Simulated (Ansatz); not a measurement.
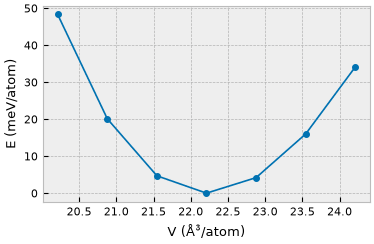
Ge (diamond, Fd-3m) under volume change, plane-wave PAW LDA (Ansatz code), scaled uniformly.

Task: What does a third-order Birch–Murnaghan fit give for V₀, B₀ and B′?

Result: V₀ = 22.21 Å³/atom, B₀ = 71.7 GPa, B′ = 4.9.

The cell was relaxed with LDA under the symmetry of its start; of distortions, only those at the zone centre were tested. The volume moved by -26 % from the start of the relaxation.

Potentials: the later of the program's two PAW sets.
